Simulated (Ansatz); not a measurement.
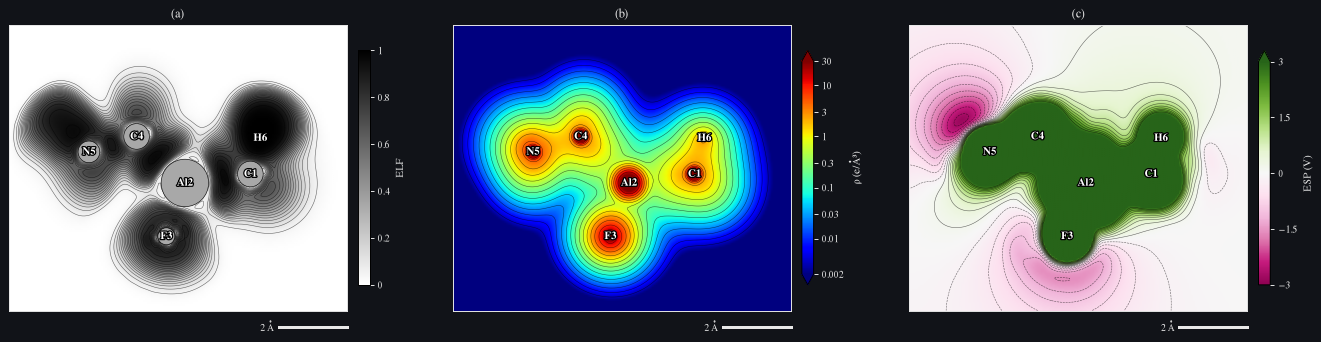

The picture shows: C₂H₇AlFN (SMILES [CH3][Al]([F])[CH2]N). (a) ELF; (b) electron density; (c) electrostatic potential on the plane of atoms C1, Al2 and C4. Grey discs cover the atomic cores in the ELF map.

Geometry: PBE0-D4/def2-TZVP.

Theory: RKS PBE0-D4/def2-TZVPP in Ansatz 0.2.0.

```yaml
atoms:
  - { symbol: C, position_ang: [-2.1332, 0.7480, 0.4640] }
  - { symbol: Al, position_ang: [-0.2061, 0.5525, 0.2934] }
  - { symbol: F, position_ang: [0.7307, 1.7934, 0.8783] }
  - { symbol: C, position_ang: [0.8061, -0.9467, -0.4929] }
  - { symbol: N, position_ang: [2.2767, -0.8558, -0.5177] }
  - { symbol: H, position_ang: [-2.6810, -0.1055, 0.0571] }
  - { symbol: H, position_ang: [-2.4210, 0.8627, 1.5139] }
  - { symbol: H, position_ang: [-2.4798, 1.6479, -0.0541] }
  - { symbol: H, position_ang: [0.4572, -1.1211, -1.5192] }
  - { symbol: H, position_ang: [0.5298, -1.8779, 0.0193] }
  - { symbol: H, position_ang: [2.5650, -0.0307, -1.0294] }
  - { symbol: H, position_ang: [2.6327, -0.7219, 0.4210] }
```

What do the fields say about this system?

Answer. The section cuts through C, Al, F, N and H sites. C–N (1.47 Å): ρ is about 1.8 e/Å³ halfway; the ELF peaks at about 0.90 between the atoms (a covalent bond). Al–F (1.66 Å): ρ is about 0.88 e/Å³ halfway; the ELF peaks at about 0.85 in the valence shell of F, 0.5 Å from its nucleus, and is about 0.35 at the midpoint. C–Al (1.94 Å): ρ at the midpoint is about 0.73 e/Å³; the ELF peaks at about 0.95 in the valence shell of C, 0.7 Å from its nucleus, and is about 0.85 at the midpoint. C–H (1.09 Å): the density is about 1.9 e/Å³ at the midpoint; the ELF climbs to about 1 towards the hydrogen, as it does in any bond to H; an ordinary covalent bond to hydrogen. The ELF also peaks beside F3 and N5, away from the bonds: lone-pair regions. Outside the dense part of the molecule the potential is most negative (−2.8 V) near N5.
